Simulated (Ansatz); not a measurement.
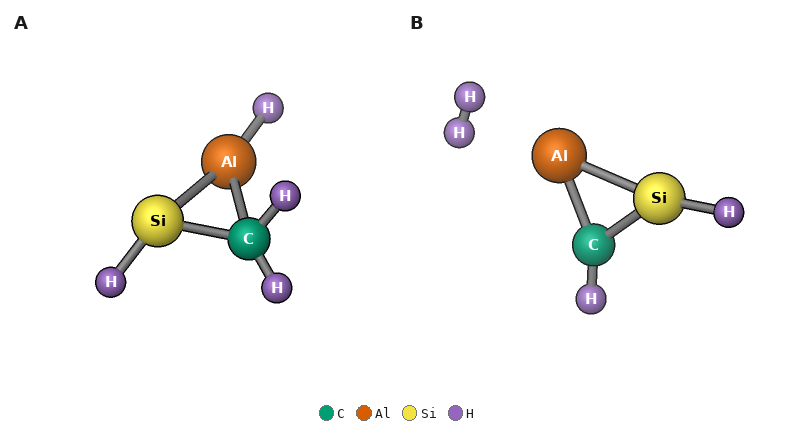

2 stationary structures of one formula. The species has charge +1 and is a spin singlet. Geometries: PBE0-D4/def2-TZVP. Electronic energies: PBE0-D4/def2-TZVP (Ansatz 0.2.0), without zero-point energy. No frequency run is at hand to confirm each as a minimum. Each is one conformer, not always the lowest.

### Rank them by energy, lowest first.

A is lowest (C1); B lies 1.863 eV above it (Cs).
